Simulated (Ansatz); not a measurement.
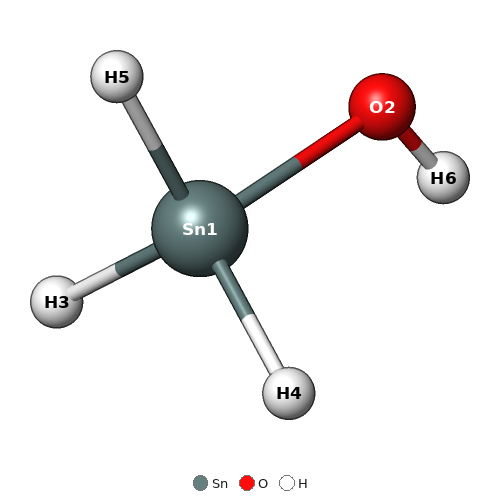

Harmonic vibrations computed with RKS PBE0-D4/def2-TZVP, core potentials on Sn (Ansatz 0.2.0) at a stationary point of the same level.

> Is this a minimum or a saddle point?

A minimum: no imaginary frequency, and the lowest mode lies at 120 cm⁻¹.

> How many vibrational modes are there, and where do they lie?

12 modes: 120, 494, 504, 615, 702, 704, 719, 862, 1939, 1941, 1986, 3901 cm⁻¹.
